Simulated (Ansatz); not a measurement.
**Correcting a cheap level on molecular compounds of Y**

The vertical ionisation energy (cation less neutral) in eV of 6 molecular compounds of Y: x at HF/def2-TZVPP, y at CCSD(T)/def2-TZVPP. Shapes, held fixed at every level: PBE0-D4/def2-TZVP. Flexible molecules stand in one conformer, not always the lowest. Programs: Ansatz 0.2.0.

```
                                       molecule  x (eV)  y (eV)
YSi2NH8O2 (SMILES [NH2][Y]([O][SiH3])[O][SiH3])    7.74    9.25
                                       Y(NH2)F2    8.06    9.53
             C3H9O3Y (SMILES C[O][Y]([O]C)[O]C)    8.24    9.53
           C2H6ClO2Y (SMILES C[O][Y]([Cl])[O]C)    8.79       ?
                                        Y(OH)2F    9.51   11.13
                YCl2F (SMILES [F][Y]([Cl])[Cl])   10.69   11.60
```

Fit y = c + s·x to the known rows and predict y for C2H6ClO2Y.


1. Means of the 5 rows: x = 8.8480, y = 10.208.
2. Σ(Δx)² = 6.0495, Σ(Δx·Δy) = 5.1824, so the slope is 5.1824/6.0495 = 0.85667.
3. Intercept: 10.208 − (0.85667) × 8.8480 = 2.628. The largest residual of the fit is 0.35.
4. C2H6ClO2Y: 2.628 + 0.85667 × 8.79 = 10.16 eV.

CCSD(T)/def2-TZVPP gives 10.10 eV, so the prediction is off by +0.06 eV, within the largest residual. Uncorrected, HF/def2-TZVPP misses it by -1.31 eV, and the other rows by 1.36 on average. The line removes about 100 % of this miss. Left out in turn, the other rows are missed by 0.30 eV on average, so much of the error is systematic among these molecules. Cations run unrestricted. For atoms past krypton def2 sets carry core potentials with scalar relativity. Outer-core shells of Y are correlated, in sets that cover them unevenly.

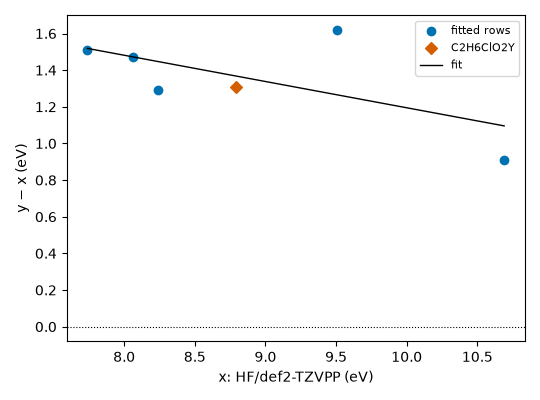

The correction y − x against x, with the fitted line and the withheld molecule.
